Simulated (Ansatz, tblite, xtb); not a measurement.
**CH4BF3Si (SMILES CB[Si](F)(F)F): methods side by side**

The species is CH4BF3Si (10 atoms), meant as a singlet with charge 0. SMILES: `CB[Si](F)(F)F`. Geometry: relaxed at PBE0-D4/def2-TZVP.

Quantity: the dipole moment, in D. The values are calculated.

```tsv
level	kind	program	value (D)
GFN2-xTB	semi-empirical	tblite	3.27
GFN0-xTB	semi-empirical	xtb	2.98
GFN1-xTB	semi-empirical	xtb	2.96
IPEA1-xTB	semi-empirical	tblite	3.37
HF/STO-3G	Hartree–Fock	Ansatz	2.03
HF/3-21G	Hartree–Fock	Ansatz	3.64
HF/def2-SVP	Hartree–Fock	Ansatz	3.06
B3LYP/6-31G* (spherical functions)	global hybrid	Ansatz	2.85
B3LYP/6-31G* (Cartesian functions)	global hybrid	Ansatz	2.85
B3LYP/def2-SVP	global hybrid	Ansatz	2.87
```

The values span 2.03 to 3.64 D. Sets without polarisation functions give poor dipoles. Without the sets that lack polarisation functions the rows with a basis span only 2.85 to 3.06 D.

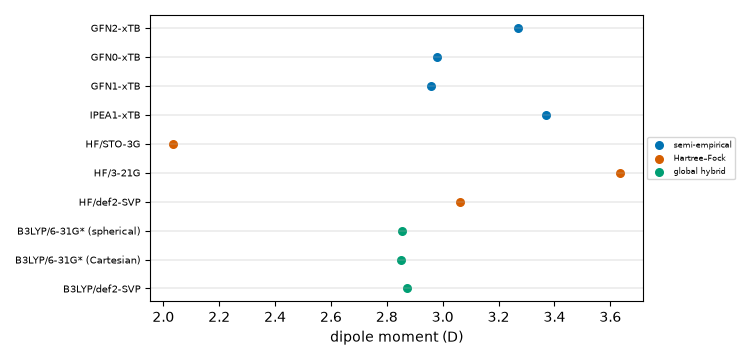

The values of the table, level by level.
